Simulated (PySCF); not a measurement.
# BHClO (SMILES O[B]Cl) at U-r2SCAN/STO-6G

Aim: the energy change on altering one bond length of BHClO at U-r2SCAN/STO-6G, from 2 runs. 

Program for the calculation: PySCF 2.14.0.

6 further runs of the same task are left out: 6 set aside as unsound or not needed.

## Step 1: The molecule

BHClO: 4 atoms, total charge 0, spin state doublet. SMILES: `O[B]Cl`. The shape is that of a PBE0-D4/def2-TZVP optimisation.

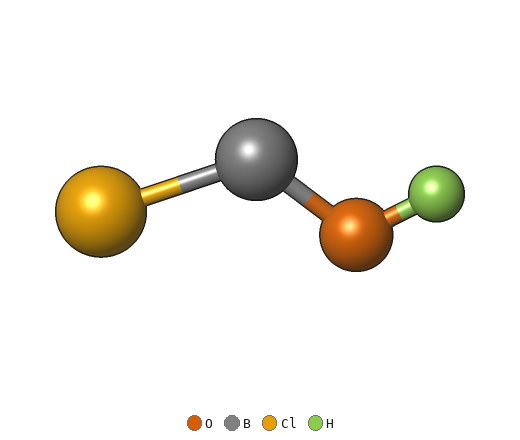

Viewed from a chosen angle; oxygen orange, boron grey, chlorine amber, hydrogen green.

## Step 2: The energy at U-r2SCAN/STO-6G

run.py reads:

```python
from pyscf import gto, dft

mol = gto.M(
    atom=[
    ('O', (0.545600, 0.191100, -0.589300)),
    ('B', (-0.429900, 0.065600, 0.312600)),
    ('Cl', (-0.557200, -1.323200, 1.352900)),
    ('H', (0.497000, 1.006200, -1.096500)),
],
    spin=1,
    verbose=3,
    max_memory=1860,
    basis='sto-6g',
)

calc0 = dft.UKS(mol, xc='r2scan')
calc0.grids.level = 5
calc0.conv_tol = 1e-10
calc0.kernel()
if not calc0.converged:
    calc0 = calc0.newton().run(calc0.mo_coeff, calc0.mo_occ)

etot = calc0.e_tot
print('E(%s) = %.9f' % ('R2SCAN', etot))
```

Command:

```bash
$ OMP_NUM_THREADS=1 python run.py
```

Output:

```text
converged SCF energy = -558.859309398697  <S^2> = 0.75462786  2S+1 = 2.0046225
E(R2SCAN) = -558.859309399
```

Wall time 6 s (1 thread of Intel Xeon Platinum 8488C (Sapphire Rapids), shared host); peak memory 0.22 GiB.

## Step 3: The distorted shape, same level

run.py reads:

```python
from pyscf import gto, dft

molecule = gto.Mole()
molecule.atom = '''
O      1.151312     1.673315    -2.096528
B     -0.692116     1.436154    -0.392184
Cl    -1.052955    -2.500486     2.556610
H      1.059471     3.213630    -3.054997
'''
molecule.max_memory = 1860
molecule.verbose = 3
molecule.basis = 'sto-6g'
molecule.charge = 0
molecule.unit = 'bohr'
molecule.spin = 1
molecule.build()

myscf = dft.UKS(molecule, xc='r2scan')
myscf.grids.level = 5
myscf.conv_tol = 1e-10
myscf.kernel()
if not myscf.converged:
    myscf = myscf.newton().run(myscf.mo_coeff, myscf.mo_occ)

e_final = myscf.e_tot
print(f'total energy: {e_final:.8f} hartree')
```

Command:

```bash
$ OMP_NUM_THREADS=1 python run.py
```

Output:

```text
WARN: HOMO -0.187510354183748 >= LUMO -0.187510354183745

converged SCF energy = -558.762746405713  <S^2> = 0.7741453  2S+1 = 2.0240013
total energy: -558.76274641 hartree
```

It took 12 s on 1 thread of Intel Xeon Platinum 8488C (Sapphire Rapids), shared host; peak memory 0.22 GiB.

## Step 4: Outcome

Level: U-r2SCAN/STO-6G.

| quantity | value |
| --- | --- |
| first shape: total energy | -558.85931 Eh |
| first shape: dipole moment | 3.31 D |
| first shape: HOMO energy (highest over α and β) | -2.33 eV |
| first shape: LUMO energy (lowest over α and β) | 1.81 eV |
| first shape: ⟨S²⟩ | 0.755 |
| distorted shape: total energy | -558.76275 Eh |
| distorted shape: dipole moment | 6.61 D |
| distorted shape: HOMO energy (highest over α and β) | -3.48 eV |
| distorted shape: LUMO energy (lowest over α and β) | -1.78 eV |
| distorted shape: ⟨S²⟩ | 0.774 |
| energy change with the B2–Cl3 bond stretched from 1.740 to 2.610 Å | 2.628 eV |

With the B2–Cl3 bond stretched from 1.740 to 2.610 Å the energy rises by 2.63 eV (61 kcal/mol). The first shape isn't relaxed at this level, so the change isn't measured from a minimum. The minimal basis adds a large error of its own. Mulliken charges (first shape) run from -0.31 on O1 to +0.28 on H4; they depend strongly on the basis. Mulliken charges (distorted shape) run from -0.34 on Cl3 to +0.33 on B2.
